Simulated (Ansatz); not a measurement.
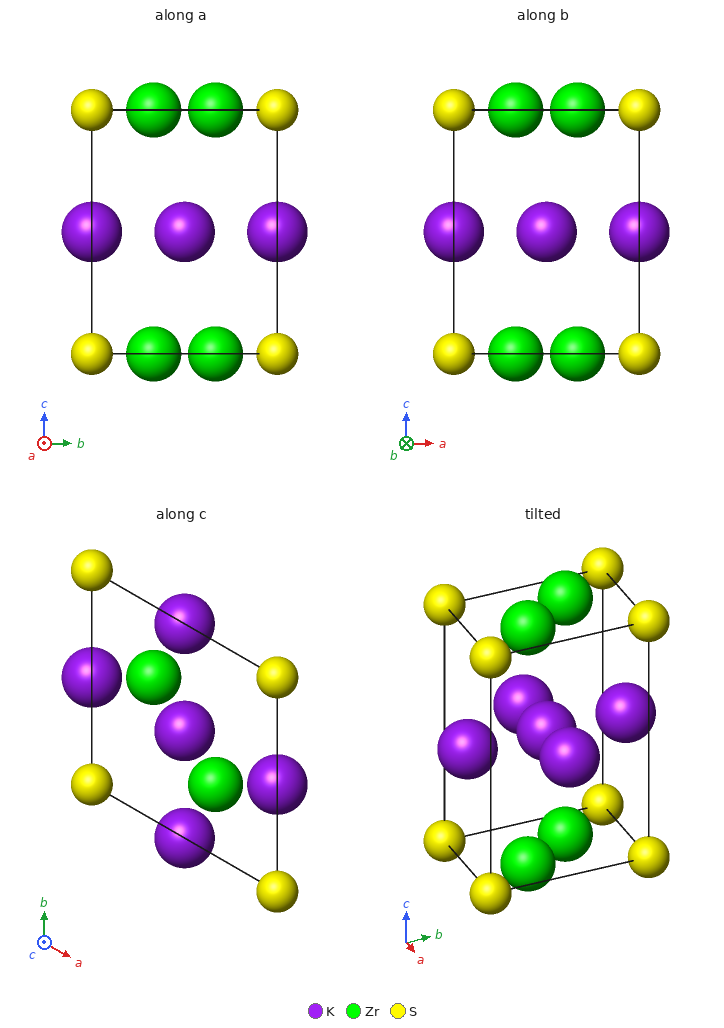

The image is a spheres-only drawing of a crystal, viewed along the a axis, along the b axis, along the c axis and slightly off an axis. Thin lines show the conventional unit cell, with boundary atoms drawn in all their periodic places.

Lattice parameters: a = 5.770 Å, b = 5.770 Å, c = 6.572 Å, α = 90.00°, β = 90.00°, γ = 120.00°.

### From the views, write a table of Wyckoff sites.

Space group P6/mmm (No. 191).
```
atom  site       x       y       z
   K    3g  0.5000  0.0000  0.5000
  Zr    2c  0.3333  0.6667  0.0000
   S    1a  0.0000  0.0000  0.0000
```

The model was built from a random cell made by a generator, so it need not be a real form of the compound. Earlier steps of the study may have refined or changed the cell and positions. A calculation with Ansatz used it as input.
